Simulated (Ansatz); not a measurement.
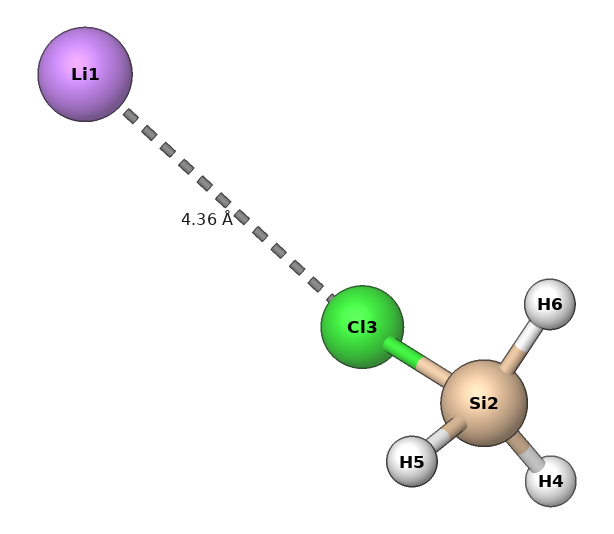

Two molecules or ions; the broken line marks their closest contact (measured against van der Waals radii). Charge +1, singlet. Geometry: a pair of rigid molecules at a changed separation. Program: Ansatz 0.2.0.

Question: Which two species are they?

Answer: Li and ClH3Si (`[Li+].[SiH3]Cl`).

Give the counterpoise-corrected interaction energy (kJ/mol, monomers kept as in the pair) with RHF-CCSD(T) (frozen core)/def2-TZVPPD; ωB97M-V/def2-TZVPPD.

```tsv
level	interaction energy (kJ/mol)
RHF-CCSD(T) (frozen core)/def2-TZVPPD	−26.0
ωB97M-V/def2-TZVPPD	−26.5
```
